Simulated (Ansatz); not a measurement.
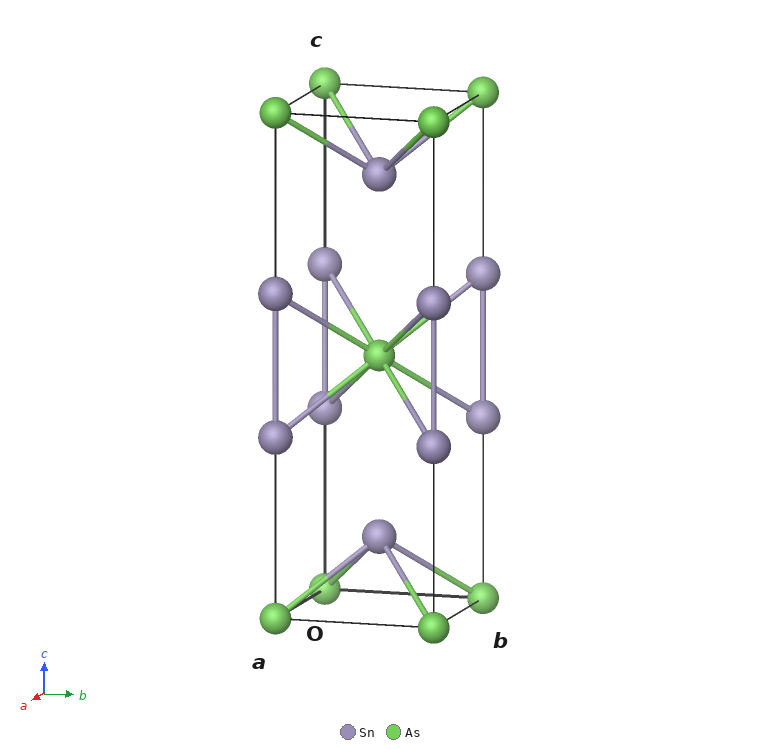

For Sn₂As, coordinates from a relaxation with DFT PBE, scalar-relativistic, plane waves, PAW in Ansatz; the starting structure was generated, so it need not be a known form of this composition: one unit cell is drawn above. Geometry calculated from the standardised cell; symmetry tolerance 0.002 Å.

```xyz
6
Lattice="3.6607 0.0000 0.0000 0.0000 3.6607 0.0000 0.0000 0.0000 11.3698" Properties=species:S:1:pos:R:3 pbc="T T T"
Sn    0.0000    0.0000    4.0709
Sn    1.8304    1.8304    1.6140
As    0.0000    0.0000    0.0000
Sn    1.8304    1.8304    9.7558
Sn    0.0000    0.0000    7.2989
As    1.8304    1.8304    5.6849
```

### What is its point group?

4/mmm (D4h), order 16, tetragonal system: one fourfold axis, four twofold axes, five mirror planes, an inversion centre.

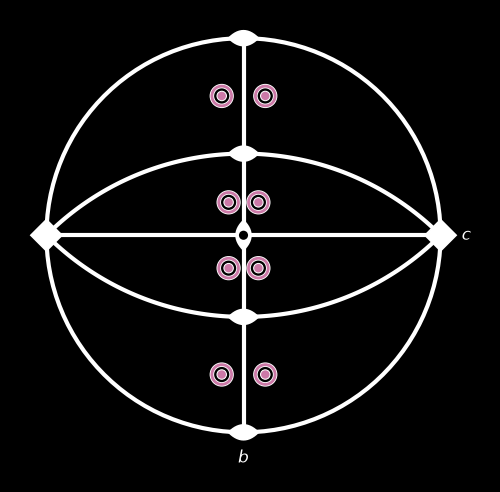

Stereographic projection: filled dots lie in the upper hemisphere, open rings in the lower; heavy lines are mirror planes (a heavy rim: a mirror in the plane of the page); lens, triangle, square and hexagon are 2-, 3-, 4- and 6-fold axes, a lens in an open square is −4, a triangle in an open hexagon −6; thin dashed diameters join the ends of axes that lie in the page; a small open circle marks inversion. The poles are one general form. The a axis points at the viewer.

### What does this class allow?

Class 4/mmm is centrosymmetric, so neither piezoelectric nor pyroelectric; it is not chiral. Its Laue class is 4/mmm.
